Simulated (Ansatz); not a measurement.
# Ge wire along [110], 42 atoms a period, H-terminated: bands by functional and under strain, part 2 of 3

What gap, if any, does the Ge wire along [110], 42 atoms a period, H-terminated have, and how does it change with the functional and under strain?

Ansatz 0.2.0; DFT PBE, plane waves, PAW; relaxation of a wire's period; PAW set soft_1 (the session's first sound run).

So far. Step 2 (Relaxation of atoms and period): The cell's length comes to 4.111 Å with spin left out.

### 3. The wire at its relaxed period

This step: DFT PBE, plane waves, PAW; bands of a perfect wire; PAW set soft_1 (Ansatz 0.2.0).

At the relaxed period the bands are computed along the axis; those that cross an energy going forward count the channels that a perfect wire would open there.

Contents of input.yaml:

```yaml
crystal:
  lattice:
    - [24.441, 0.0, 0.0]
    - [0.0, 25.639, 0.0]
    - [0.0, 0.0, 4.1111321798]
  atoms:
    - { symbol: Ge, position: [0.17928269, 0.420903598, 0.0] }
    - { symbol: H, position: [0.201177817, 0.7070627, 0.0] }
    - { symbol: Ge, position: [0.237714023, 0.342753487, 0.0] }
    - { symbol: Ge, position: [0.236725483, 0.5, 0.0] }
    - { symbol: Ge, position: [0.411921374, 0.420760089, 0.0] }
    - { symbol: Ge, position: [0.412237732, 0.737506658, 0.0] }
    - { symbol: H, position: [0.434596242, 0.864879972, 0.0] }
    - { symbol: Ge, position: [0.470845268, 0.341550182, 0.0] }
    - { symbol: Ge, position: [0.471711675, 0.184519639, 0.0] }
    - { symbol: Ge, position: [0.470828439, 0.5, 0.0] }
    - { symbol: Ge, position: [0.646387448, 0.420719043, 0.0] }
    - { symbol: Ge, position: [0.64508704, 0.736118259, 0.0] }
    - { symbol: H, position: [0.681916891, 0.214211104, 0.0] }
    - { symbol: Ge, position: [0.70501508, 0.341686341, 0.0] }
    - { symbol: Ge, position: [0.705090547, 0.5, 0.0] }
    - { symbol: H, position: [0.858989968, 0.420954803, 0.202001912] }
    - { symbol: H, position: [0.858989968, 0.579045197, 0.202001912] }
    - { symbol: H, position: [0.141010032, 0.420954803, 0.297998088] }
    - { symbol: H, position: [0.141010032, 0.579045197, 0.297998088] }
    - { symbol: Ge, position: [0.29498492, 0.341686341, 0.5] }
    - { symbol: Ge, position: [0.29498492, 0.658313659, 0.5] }
    - { symbol: Ge, position: [0.294909453, 0.5, 0.5] }
    - { symbol: H, position: [0.318083109, 0.214211104, 0.5] }
    - { symbol: H, position: [0.318083109, 0.785788896, 0.5] }
    - { symbol: Ge, position: [0.35491296, 0.263881741, 0.5] }
    - { symbol: Ge, position: [0.353612552, 0.420719043, 0.5] }
    - { symbol: Ge, position: [0.353612552, 0.579280957, 0.5] }
    - { symbol: Ge, position: [0.35491296, 0.736118259, 0.5] }
    - { symbol: Ge, position: [0.529154732, 0.341550182, 0.5] }
    - { symbol: Ge, position: [0.528288325, 0.184519639, 0.5] }
    - { symbol: Ge, position: [0.529154732, 0.658449818, 0.5] }
    - { symbol: Ge, position: [0.529171561, 0.5, 0.5] }
    - { symbol: Ge, position: [0.528288325, 0.815480361, 0.5] }
    - { symbol: H, position: [0.565403758, 0.135120028, 0.5] }
    - { symbol: H, position: [0.565403758, 0.864879972, 0.5] }
    - { symbol: Ge, position: [0.587762268, 0.262493342, 0.5] }
    - { symbol: Ge, position: [0.588078626, 0.420760089, 0.5] }
    - { symbol: Ge, position: [0.588078626, 0.579239911, 0.5] }
    - { symbol: Ge, position: [0.587762268, 0.737506658, 0.5] }
    - { symbol: Ge, position: [0.762285977, 0.342753487, 0.5] }
    - { symbol: Ge, position: [0.762285977, 0.657246513, 0.5] }
    - { symbol: Ge, position: [0.763274517, 0.5, 0.5] }
    - { symbol: H, position: [0.798822183, 0.2929373, 0.5] }
    - { symbol: H, position: [0.798822183, 0.7070627, 0.5] }
    - { symbol: Ge, position: [0.82071731, 0.420903598, 0.5] }
    - { symbol: Ge, position: [0.82071731, 0.579096402, 0.5] }
    - { symbol: H, position: [0.141010032, 0.420954803, 0.702001912] }
    - { symbol: H, position: [0.141010032, 0.579045197, 0.702001912] }
    - { symbol: H, position: [0.858989968, 0.420954803, 0.797998088] }
    - { symbol: H, position: [0.858989968, 0.579045197, 0.797998088] }
    - { symbol: Ge, position: [0.17928269, 0.579096402, 0.0] }
    - { symbol: H, position: [0.201177817, 0.2929373, 0.0] }
    - { symbol: Ge, position: [0.237714023, 0.657246513, 0.0] }
    - { symbol: Ge, position: [0.412237732, 0.262493342, 0.0] }
    - { symbol: Ge, position: [0.411921374, 0.579239911, 0.0] }
    - { symbol: H, position: [0.434596242, 0.135120028, 0.0] }
    - { symbol: Ge, position: [0.470845268, 0.658449818, 0.0] }
    - { symbol: Ge, position: [0.471711675, 0.815480361, 0.0] }
    - { symbol: Ge, position: [0.64508704, 0.263881741, 0.0] }
    - { symbol: Ge, position: [0.646387448, 0.579280957, 0.0] }
    - { symbol: H, position: [0.681916891, 0.785788896, 0.0] }
    - { symbol: Ge, position: [0.70501508, 0.658313659, 0.0] }
kpoints:
  mp_grid: { grid: [1, 1, 20] }
  band_path: { path: ["Γ", Z], npoints: 90 }
scf:
  occupations: { method: fermi_dirac, width: 0.05 }
hamiltonian:
  xc: pbe
  pseudopotentials: { kind: paw, azcp: { folder: soft_1 } }
output:
  dos: { e_range: [-5, 4] }
  write_potential: true
  write_density: true
  volumetric_format: npy
```

On the command line:

```
$ ansatz run input.yaml --threads 16 --pin off --max-ram 61440MiB --backend cuda --events-out ev --progress --plain --runs-dir out --max-vram 78GiB
```

Numbers of over 12 decimals in the logs are rounded to 6 here.

The program printed:

```text
[...]
Crystal: 62 atoms, lattice volume = 2576.211 Å³
Basis set: ecut = 420 eV, 50241 PW (Γ)
Bands: 366, of which v1, the nominal top of the filled ones, is band 304 counted from 1 (303 counted from 0)
Symmetry: 8 space group operations
[...]
k-points: 11 of 20
[...]
SCF iter   1: F=—  HF=-180707.221906 eV  |F-HF|=—  |Δ(HF+E_count)|=         —  Δρ=3.26e-2  dr2=2.31e1  ethr=3.10e-3  ⟨swp⟩=6.1  Hψ=14934  notcnv=0  defer=138
[...]
SCF iter   6: F=—  HF=-180701.799467 eV  |F-HF|=—  |Δ(HF+E_count)|=   9.17e-3  Δρ=4.05e-4  dr2=6.03e-3  ethr=5.22e-6  ⟨swp⟩=2.2  Hψ=4519  notcnv=0  defer=523
[...]
SCF iter  11: F=—  HF=-180701.800942 eV  |F-HF|=—  |Δ(HF+E_count)|=   5.49e-6  Δρ=4.70e-6  dr2=5.09e-7  ethr=9.73e-10  ⟨swp⟩=2.0  Hψ=4533  notcnv=0  defer=528
[...]
SCF iter  13: F=-180701.800942 eV  HF=-180701.800942 eV  |F-HF|=1.11e-8  |Δ(HF+E_count)|=   8.35e-9  Δρ=6.03e-7  dr2=2.02e-8  ethr=1.64e-11  ⟨swp⟩=3.3  Hψ=8078  notcnv=0
SCF 1 converged in 13 iterations: F = -180701.800942 eV  dr2 = 2.02e-8
[...]
NSCF: frozen V_eff on 91 k-points
[...]
SCF converged after 13 iterations
[...]
```

Run time: 20 s. Hardware: 1 × NVIDIA GB200 with 16 threads of Arm Neoverse V2, shared host; peak memory 4.8 GiB.

This step gave:

```yaml
band_gap: 0.9037 eV
```

The electronic bands at the labelled points (eV, zero at the Fermi level; v1 is the highest filled band, c1 the lowest empty one):

```csv
point,v4,v3,v2,v1,c1,c2,c3,c4
Γ,-0.91,-0.88,-0.61,-0.44,0.47,0.51,0.53,0.65
Z,-1.80,-1.80,-1.75,-1.75,0.95,0.95,1.27,1.27
```

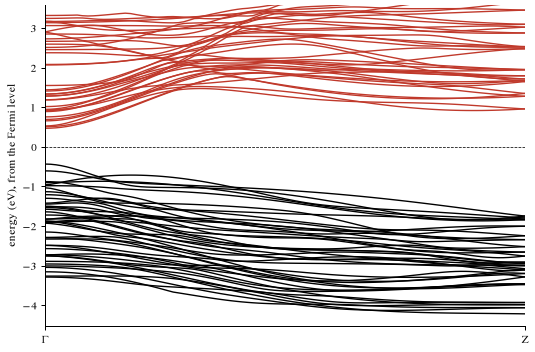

Electronic bands along the path; lines of filled and empty bands in two colours.

The gap is 0.904 eV, with spin left out.

On this path the gap is direct, 0.90 eV, with the valence top at Γ and the conduction bottom at Γ.

### 4. Another level of theory, cutoff 500 eV, k-mesh 1×1×15

This step: DFT r2SCAN, plane waves, PAW; bands of a perfect wire at the PBE geometry; PAW set soft_1 (Ansatz 0.2.0).

The atoms stay at the PBE geometry and the functional changes. r2SCAN also reads the kinetic-energy density; it often gives larger moments and wider gaps than PBE, at a higher cost. Against the first PBE run of this kind, the cutoff is 500 eV against 420 and the mesh along the wire has 15 points against 20.

Edit input.yaml of step 3 so:

```diff
@@ -69,3 +69,3 @@
 kpoints:
-  mp_grid: { grid: [1, 1, 20] }
+  mp_grid: { grid: [1, 1, 15] }
   band_path: { path: ["Γ", Z], npoints: 90 }
@@ -74,8 +74,3 @@
 hamiltonian:
-  xc: pbe
+  xc: r2scan
   pseudopotentials: { kind: paw, azcp: { folder: soft_1 } }
-output:
-  dos: { e_range: [-5, 4] }
-  write_potential: true
-  write_density: true
-  volumetric_format: npy
```

The program printed:

```text
[...]
Crystal: 62 atoms, lattice volume = 2576.211 Å³
Basis set: ecut = 500 eV, 65511 PW (Γ), exchange–correlation on 720×768×120 points (64 copies of the dense FFT grid, shifted against one another)
Bands: 366, of which v1, the nominal top of the filled ones, is band 304 counted from 1 (303 counted from 0)
Symmetry: 8 space group operations
[...]
k-points: 8 of 15
[...]
SCF iter   1: F=—  HF=-181037.702430 eV  |F-HF|=—  |Δ(HF+E_count)|=         —  Δρ=3.24e-2  dr2=2.19e1  dr2_τ=1.86e-1  ethr=3.10e-3  ⟨swp⟩=6.0  Hψ=10846  notcnv=0  defer=151
[...]
SCF iter   6: F=—  HF=-181035.544475 eV  |F-HF|=—  |Δ(HF+E_count)|=   1.07e-2  Δρ=3.40e-4  dr2=2.91e-3  dr2_τ=8.91e-5  ethr=3.06e-6  ⟨swp⟩=2.1  Hψ=3289  notcnv=0  defer=401
[...]
SCF iter  10: F=—  HF=-181035.546206 eV  |F-HF|=—  |Δ(HF+E_count)|=   1.06e-3  Δρ=8.90e-6  dr2=2.79e-6  dr2_τ=4.30e-8  ethr=1.74e-9  ⟨swp⟩=2.9  Hψ=5153  notcnv=0  defer=401
[...]
SCF iter  12: F=-181035.546208 eV  HF=-181035.546208 eV  |F-HF|=3.78e-9  |Δ(HF+E_count)|=   2.87e-7  Δρ=9.58e-7  dr2=3.36e-8  dr2_τ=3.17e-10  ethr=1.64e-11  ⟨swp⟩=13.2  Hψ=12344  notcnv=0
SCF 1 converged in 12 iterations: F = -181035.546208 eV  dr2 = 3.36e-8
[...]
the band table was solved once the SCF had ended and its energy, with any forces and stress, was formed, with the checks that follow a solve (10702 applications of the Hamiltonian). They found nothing against the state; the energy, forces and stress were not computed again (output.eigenvalues in the input reference)
[...]
SCF converged after 12 iterations
[...]
```

It took 27 s on 1 × NVIDIA GB200 with 16 threads; peak memory 4.9 GiB.

Numbers from this step:

```yaml
band_gap: 1.180 eV
```

Electronic bands along the path, in eV, zero at the Fermi level; v1 is the highest filled band, c1 the lowest empty one:

```csv
point,v4,v3,v2,v1,c1,c2,c3,c4
Γ,-1.07,-1.05,-0.76,-0.58,0.60,0.64,0.73,0.79
Z,-2.01,-2.01,-1.96,-1.96,1.10,1.10,1.38,1.38
```

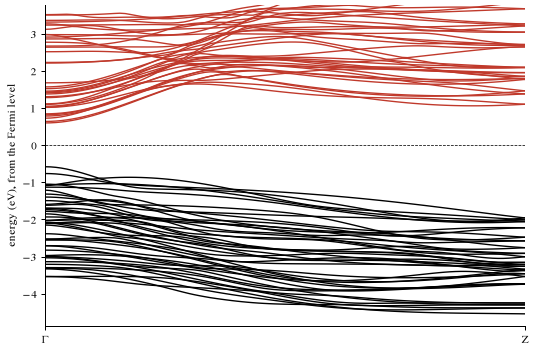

Electronic bands along the path; lines of filled and empty bands in two colours.

The gap is 1.18 eV, against 0.904 eV under PBE at the relaxed period.

### 5. At a strained period, period over the relaxed period 0.97

This step: DFT PBE, plane waves, PAW; relaxation at a fixed period; PAW set soft_1 (Ansatz 0.2.0).

The period is set to 0.97 times the relaxed one and the atoms relax within it: strain changes bond lengths and angles, which shifts the bands against each other. Against the first PBE run of this kind, the mesh along the wire has 16 points against 20.

The cell differs from the one that the last finished run ended in (c 4.111 → 3.988 Å).

Edit input.yaml of step 4 so:

```diff
@@ -4,3 +4,3 @@
     - [0.0, 25.639, 0.0]
-    - [0.0, 0.0, 4.1111321798]
+    - [0.0, 0.0, 3.9877982144]
   atoms:
@@ -69,3 +69,3 @@
 kpoints:
-  mp_grid: { grid: [1, 1, 15] }
+  mp_grid: { grid: [1, 1, 16] }
   band_path: { path: ["Γ", Z], npoints: 90 }
@@ -74,3 +74,8 @@
 hamiltonian:
-  xc: r2scan
+  xc: pbe
   pseudopotentials: { kind: paw, azcp: { folder: soft_1 } }
+relax:
+  max_steps: 40
+  f_tol: 0.02
+output:
+  stress: true
```

The program printed:

```text
Warning: output.stress: scf.convergence.dr2_threshold = 1e-7 eV (the SCF's general default) is looser than the 6.2e-9 eV advised for a printed stress (1e-10 eV for each atom of the cell: 62). What an SCF threshold leaves in a stress goes as its square root, and in the free energy as the threshold itself, and one threshold admits the most on a small cell: [figures from the program's tests cut] Every solve of this run answers to scf.convergence.dr2_threshold,  [...]
[...]
Crystal: 62 atoms, lattice volume = 2498.925 Å³
Basis set: ecut = 420 eV, 48917 PW (Γ), exchange–correlation on 360×360×54 points (8 copies of the dense FFT grid, shifted against one another)
Bands: 366, of which v1, the nominal top of the filled ones, is band 304 counted from 1 (303 counted from 0)
Symmetry: 8 space group operations
[...]
k-points: 9 of 16
[...]
SCF iter   1: F=—  HF=-180706.923683 eV  |F-HF|=—  |Δ(HF+E_count)|=         —  Δρ=3.36e-2  dr2=2.37e1  ethr=3.10e-3  ⟨swp⟩=6.0  Hψ=12133  notcnv=0  defer=125
[...]
SCF iter   2: F=—  HF=-180702.498500 eV  |F-HF|=—  |Δ(HF+E_count)|=    4.43e0  Δρ=1.56e-2  dr2=6.48e0  ethr=3.10e-3  ⟨swp⟩=2.9  Hψ=4403  notcnv=0  defer=442
[...]
SCF iter  10: F=-180701.302748 eV  HF=-180701.302745 eV  |F-HF|=2.85e-6  |Δ(HF+E_count)|=   2.93e-5  Δρ=1.41e-5  dr2=5.21e-6  ethr=1.64e-9  ⟨swp⟩=4.0  Hψ=9597  notcnv=0
SCF 1 converged in 10 iterations: F = -180701.302748 eV  dr2 = 5.21e-6
[...]
relax step   1: F+E_penalty+E_count = -180701.30274757 eV  Δ(F+E_penalty+E_count) = +0.000e0 eV  max|allowed force component| = 4.556e-1 eV/Å  Δτ_max = 0.0000 Å  (10 SCF iters, dr2 threshold 1.00e-5 eV, accepted)
[...]
SCF 2 converged in 8 iterations: F = -180701.425123 eV  dr2 = 6.77e-6
relax step   2: F+E_penalty+E_count = -180701.42512346 eV  Δ(F+E_penalty+E_count) = -1.224e-1 eV  max|allowed force component| = 1.444e-1 eV/Å  Δτ_max = 0.0756 Å  (8 SCF iters, dr2 threshold 1.30e-5 eV, accepted)
[...]
SCF 3 converged in 8 iterations: F = -180701.429703 eV  dr2 = 5.25e-7
[...]
relax step   3: F+E_penalty+E_count = -180701.42970254 eV  Δ(F+E_penalty+E_count) = -4.579e-3 eV  max|allowed force component| = 2.269e-2 eV/Å  Δτ_max = 0.0231 Å  (8 SCF iters, dr2 threshold 1.30e-6 eV, accepted)
[...]
SCF 4 converged in 8 iterations: F = -180701.430261 eV  dr2 = 1.46e-8
relax step   4: F+E_penalty+E_count = -180701.43026115 eV  Δ(F+E_penalty+E_count) = -5.586e-4 eV  max|allowed force component| = 6.122e-3 eV/Å  Δτ_max = 0.0077 Å  (8 SCF iters, accepted)
[...]
SCF converged after 8 iterations
[...]
- { symbol: Ge, position: [0.411823, 0.737708, 0] }
    - { symbol: H, position: [0.433977, 0.865178, 0] }
    - { symbol: Ge, position: [0.470098, 0.341428, 0] }
    - { symbol: Ge, position: [0.470952, 0.184252, 0] }
    - { symbol: Ge, position: [0.470090, 0.5, 0] }
    - { symbol: Ge, position: [0.648309, 0.420659, 0] }
    - { symbol: Ge, position: [0.647011, 0.736364, 0] }
    - { symbol: H, position: [0.683779, 0.213988, 0] }
    - { symbol: Ge, position: [0.706550, 0.341521, 0] }
    - { symbol: Ge, position: [0.706734, 0.5, 0] }
    - { symbol: H, position: [0.862235, 0.420741, 0.196587] }
    - { symbol: H, position: [0.862235, 0.579259, 0.196587] }
    - { symbol: H, position: [0.137765, 0.420741, 0.303413] }
    - { symbol: H, position: [0.137765, 0.579259, 0.303413] }
    - { symbol: Ge, position: [0.293450, 0.341521, 0.500000] }
    - { symbol: Ge, position: [0.293450, 0.658479, 0.500000] }
    - { symbol: Ge, position: [0.293266, 0.5, 0.500000] }
    - { symbol: H, position: [0.316221, 0.213988, 0.500000] }
    - { symbol: H, position: [0.316221, 0.786012, 0.500000] }
    - { symbol: Ge, position: [0.352989, 0.263636, 0.500000] }
    - { symbol: Ge, position: [0.351691, 0.420659, 0.500000] }
    - { symbol: Ge, position: [0.351691, 0.579341, 0.500000] }
    - { symbol: Ge, position: [0.352989, 0.736364, 0.500000] }
    - { symbol: Ge, position: [0.529902, 0.341428, 0.500000] }
    - { symbol: Ge, position: [0.529048, 0.184252, 0.500000] }
    - { symbol: Ge, position: [0.529902, 0.658572, 0.500000] }
    - { symbol: Ge, position: [0.529910, 0.5, 0.500000] }
    - { symbol: Ge, position: [0.529048, 0.815748, 0.500000] }
    - { symbol: H, position: [0.566023, 0.134822, 0.500000] }
    - { symbol: H, position: [0.566023, 0.865178, 0.500000] }
    - { symbol: Ge, position: [0.588177, 0.262292, 0.500000] }
    - { symbol: Ge, position: [0.588516, 0.420712, 0.500000] }
    - { symbol: Ge, position: [0.588516, 0.579288, 0.500000] }
    - { symbol: Ge, position: [0.588177, 0.737708, 0.500000] }
    - { symbol: Ge, position: [0.765305, 0.342636, 0.500000] }
    - { symbol: Ge, position: [0.765305, 0.657364, 0.500000] }
    - { symbol: Ge, position: [0.766387, 0.5, 0.500000] }
    - { symbol: H, position: [0.801767, 0.292824, 0.500000] }
    - { symbol: H, position: [0.801767, 0.707176, 0.500000] }
    - { symbol: Ge, position: [0.823460, 0.420816, 0.500000] }
    - { symbol: Ge, position: [0.823460, 0.579184, 0.500000] }
    - { symbol: H, position: [0.137765, 0.420741, 0.696587] }
    - { symbol: H, position: [0.137765, 0.579259, 0.696587] }
    - { symbol: H, position: [0.862235, 0.420741, 0.803413] }
    - { symbol: H, position: [0.862235, 0.579259, 0.803413] }
    - { symbol: Ge, position: [0.176540, 0.579184, 0] }
    - { symbol: H, position: [0.198233, 0.292824, 0] }
    - { symbol: Ge, position: [0.234695, 0.657364, 0] }
    - { symbol: Ge, position: [0.411823, 0.262292, 0] }
    - { symbol: Ge, position: [0.411484, 0.579288, 0] }
    - { symbol: H, position: [0.433977, 0.134822, 0] }
    - { symbol: Ge, position: [0.470098, 0.658572, 0] }
    - { symbol: Ge, position: [0.470952, 0.815748, 0] }
    - { symbol: Ge, position: [0.647011, 0.263636, 0] }
    - { symbol: Ge, position: [0.648309, 0.579341, 0] }
    - { symbol: H, position: [0.683779, 0.786012, 0] }
    - { symbol: Ge, position: [0.706550, 0.658479, 0] }
```

It took 25 s on 1 × NVIDIA GB200 with 16 threads; peak memory 2.2 GiB; 3.1 min of CPU time.

Relaxation path:

```csv
step,energy less that of the first step (eV),largest force component (eV/Å)
1,0.0000,0.4556
2,-0.1224,0.1444
3,-0.1270,0.0227
4,-0.1275,0.0061
```

Forces are held to the 8 operations that the run works with; a distortion that breaks them can't arise in this run.

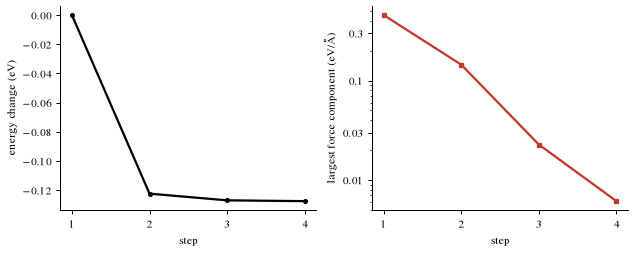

Energy and largest force along the relaxation.

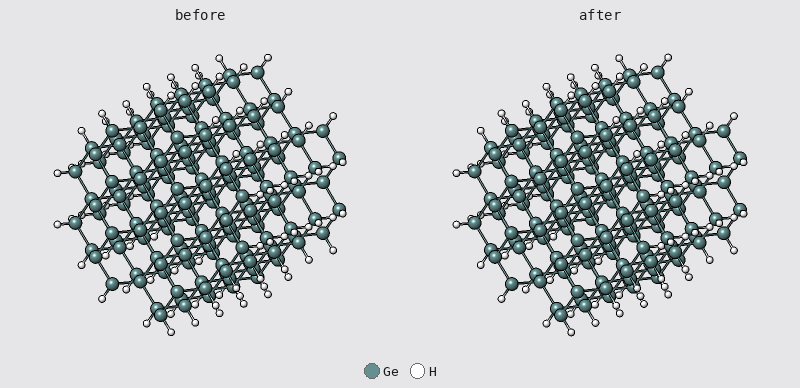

The structure before and after the relaxation, drawn at the same scale.

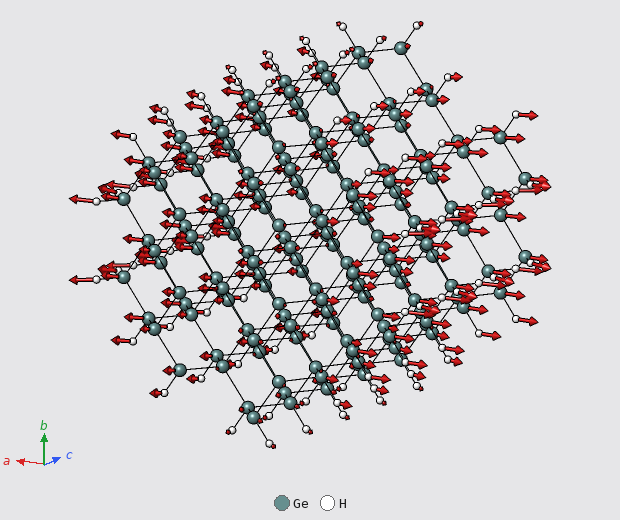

Displacements in the relaxation, exaggerated; the longest in the cell stands for 0.08 Å. 1×1×4 cells are drawn. Some periodic images of atoms are drawn too.

The atoms that moved most (Å):

```csv
atom,dx,dy,dz,length
H47,-0.079,-0.005,-0.022,0.082
H48,-0.079,0.005,-0.022,0.082
H49,0.079,-0.005,0.022,0.082
H50,0.079,0.005,0.022,0.082
H18,-0.079,-0.005,0.022,0.082
H16,0.079,-0.005,-0.022,0.082
H19,-0.079,0.005,0.022,0.082
H17,0.079,0.005,-0.022,0.082
```

This step gave:

```
band gap : 0.9370 eV
```

The electronic bands at the labelled points (eV, zero at the Fermi level; v1 is the highest filled band, c1 the lowest empty one):

```csv
point,v4,v3,v2,v1,c1,c2,c3,c4
Γ,-1.03,-0.89,-0.62,-0.44,0.49,0.51,0.52,0.68
Z,-2.11,-2.11,-2.00,-2.00,0.65,0.65,0.98,0.98
```

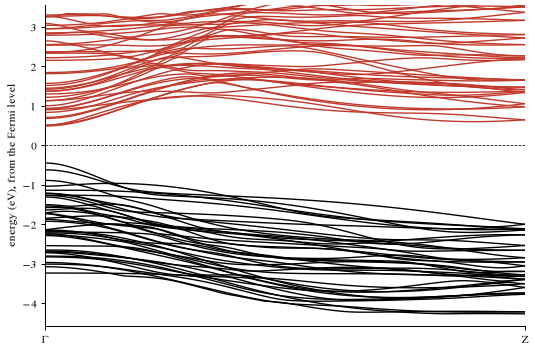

Electronic bands along the path; lines of filled and empty bands in two colours.

The gap is 0.937 eV, against 0.904 eV under PBE at the relaxed period.

(Part 2 of 3 ends here.)

[Logs are printed without paths, hosts, clocks, repeated set-up lines and the standing remarks that a program may print on its own settings, such as how far it seeks lower states.]

[Hosts, paths, dates, database ids (printed as entryN), source tags and the programs' standing remarks are cut or masked in the printed files.]
